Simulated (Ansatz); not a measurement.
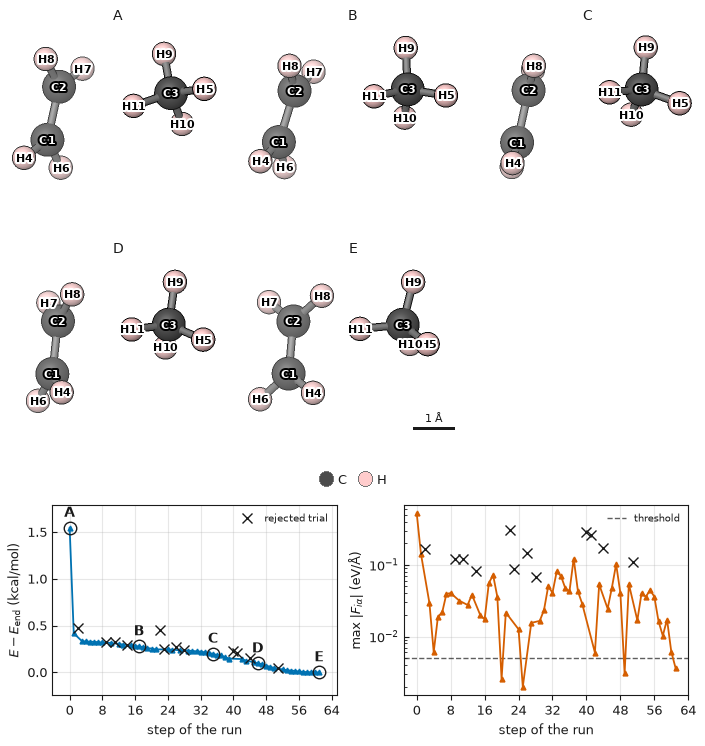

Frames of a relaxation of C$_{3}$H$_{8}$, marked on the history of the run. The picture is a ball-and-stick view, seen from a free direction.

It is one of the separated reactants of a reaction.

Method: RKS PBE0-D4/def2-TZVP in Ansatz.

Input
```yaml
crystal:
  periodic: [false, false, false]
  atoms:
    - {symbol: C, position_ang: [-1.347263, 0.926902, -0.428277]}
    - {symbol: C, position_ang: [-0.983278, 0.722172, 0.845824]}
    - {symbol: C, position_ang: [1.740313, -1.565644, 0.097674]}
    - {symbol: H, position_ang: [-1.959591, 0.194718, -0.980327]}
    - {symbol: H, position_ang: [2.557400, -2.307310, 0.018591]}
    - {symbol: H, position_ang: [-1.051383, 1.835082, -0.978198]}
    - {symbol: H, position_ang: [-0.371565, 1.453773, 1.399122]}
    - {symbol: H, position_ang: [-1.280211, -0.187845, 1.392362]}
    - {symbol: H, position_ang: [1.629057, -1.244848, 1.150761]}
    - {symbol: H, position_ang: [1.972446, -0.683404, -0.528257]}
    - {symbol: H, position_ang: [0.791122, -2.015994, -0.248910]}
basis:
  gaussian: {orbitals: def2-TZVP}
hamiltonian: {xc: pbe0, dispersion: d4}
relax: {f_tol: 0.005, max_steps: 200}
```

Command:
```bash
ansatz run in.yaml --threads 2 --pin off --events-out ev --progress --plain --max-ram 4352MiB
```

Describe the path.

Answer. The largest move after the best rigid fit is that of H4, 1.33 Å. Largest moves by element: H 1.33 Å, C 0.25 Å. Some distances before and after: C1–H4 1.103 → 1.085 Å, C1–C2 1.341 → 1.323 Å, C3–H10 1.106 → 1.090 Å. Over 49 accepted moves (61 points after the start) the energy falls by 1.55 kcal/mol. The largest force component goes from 0.52 to 0.0037 eV/Å. The line search rejected the trial steps at points 2, 9, 11, 14, 22, 23, 26, 28 and more of the run. The forces were under the threshold at step 20, but the run went on from there. From step 0 to 17: H11 moves most (0.40 Å), energy −1.27 kcal/mol. From step 17 to 35: H atoms move most (0.44 Å), energy −0.08 kcal/mol. From step 35 to 46: H4 moves most (0.48 Å), energy −0.10 kcal/mol. From step 46 to 61: H atoms move most (0.45 Å), energy −0.09 kcal/mol.

| step | E − E(0), kcal/mol | largest force component, eV/Å | note |
| --- | --- | --- | --- |
| 0 | 0.00 | 0.5238 |  |
| 1 | -1.13 | 0.1420 |  |
| 2 | -1.08 | 0.1676 | rejected |
| 3 | -1.21 | 0.0292 |  |
| 4 | -1.21 | 0.0061 |  |
| 5 | -1.22 | 0.0190 |  |
| 6 | -1.22 | 0.0217 |  |
| 7 | -1.22 | 0.0394 |  |
| 8 | -1.22 | 0.0404 |  |
| 9 | -1.22 | 0.1205 | rejected |
| 10 | -1.23 | 0.0318 |  |
| 13 | -1.25 | 0.0384 |  |
| 15 | -1.26 | 0.0198 |  |
| 18 | -1.28 | 0.0724 |  |
| 21 | -1.30 | 0.0216 |  |
| 23 | -1.29 | 0.0868 | rejected |
| 26 | -1.28 | 0.1462 | rejected |
| 29 | -1.31 | 0.0165 |  |
| 31 | -1.32 | 0.0505 |  |
| 34 | -1.34 | 0.0698 |  |
| 37 | -1.36 | 0.1227 |  |
| 40 | -1.31 | 0.2882 | rejected |
| 42 | -1.40 | 0.0060 |  |
| 45 | -1.44 | 0.0245 |  |
| 48 | -1.47 | 0.0405 |  |
| 50 | -1.50 | 0.0540 |  |
| 53 | -1.52 | 0.0405 |  |
| 56 | -1.54 | 0.0361 |  |
| 58 | -1.54 | 0.0103 |  |
| 61 | -1.55 | 0.0037 |  |

Limits of the set-up: the start holds two separate molecules, 3.1 Å apart at their closest, whose relative position is a soft coordinate.
